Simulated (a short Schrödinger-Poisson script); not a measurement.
System: symmetric double-gate stack, SiO2 on p-type Si(100), at 300 K.

| layer | material | thickness (nm) | Na (cm⁻³) |
|---|---|---|---|
| 1 | SiO2 | 3.9 | - |
| 2 | Si | 6 | 2e15 |
| 3 | SiO2 | 3.9 | - |

Constants are typed, rounded textbook-type inputs, not results; the design itself was drawn at random and stands for no fabricated device. SiO2: permittivity 3.9, conduction-band edge (eV) 3.15, gap (eV) 9, electron mass (mₑ) 0.5. Si: permittivity 11.7, conduction-band edge (eV) 0, gap (eV) 1.124, Nv at 300 K (cm⁻³) 3.1e19.

Channel valleys (confinement mass, in-plane density-of-states mass, number): Δ2 0.916, 0.19, 2; Δ4 0.19, 0.417, 4. At the gates, both at one voltage, the conduction-band edge of layer 1 lies 3.8 eV − eVg above the Fermi level of the channel. Gaps are held at their typed values at every temperature. Mesh 0.03 nm at interfaces.

From a short Schrödinger-Poisson script (our own, NumPy): 1D Poisson equation in equilibrium, electrons quantum, Hartree (BenDaniel-Duke, 12 states a valley, the channel's in-plane mass for all, wave functions ending at the dielectric), parabolic valleys, classical holes, full ionisation, no traps, pinning or gate leakage.

Only gate voltages with over 1e8 electrons/cm² are shown.

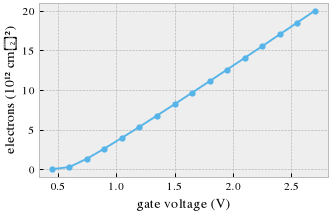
*Sheet density against gate voltage*

```
Vg (V)  electrons (cm⁻²)  C (μF/cm²)  Δ2 E0 (meV)  Δ2 E1 (meV)  Δ4 E0 (meV)  Δ4 E1 (meV)
------  ----------------  ----------  -----------  -----------  -----------  -----------
0.45              2.40e9      0.0150        211.8        246.0        255.3        420.2
0.6              2.70e11       0.806         89.5        123.0        133.1        297.3
0.75             1.32e12        1.30         48.0         78.8         91.7        253.1
0.9              2.60e12        1.42         29.9         57.5         73.9        232.2
1.05             3.96e12        1.47         18.3         43.1         62.9        218.1
1.2              5.35e12        1.50          9.8         31.9         55.1        207.5
1.35             6.77e12        1.52          2.8         22.5         49.1        198.8
1.5              8.20e12        1.54         -3.1         14.4         44.3        191.4
1.65             9.65e12        1.55         -8.4          7.1         40.3        185.1
1.8              1.11e13        1.56        -13.3          0.6         36.8        179.5
1.95             1.26e13        1.57        -17.8         -5.5         33.9        174.5
2.1              1.41e13        1.58        -22.1        -11.1         31.2        169.9
2.25             1.55e13        1.58        -26.3        -16.5         28.8        165.7
2.4              1.70e13        1.59        -30.3        -21.5         26.7        161.8
2.55             1.85e13        1.60        -34.2        -26.4         24.7        158.2
2.7              2.00e13        1.60        -38.0        -31.0         22.8        154.8
```

Subbands count from the Fermi level. The capacitance is that of both gates.
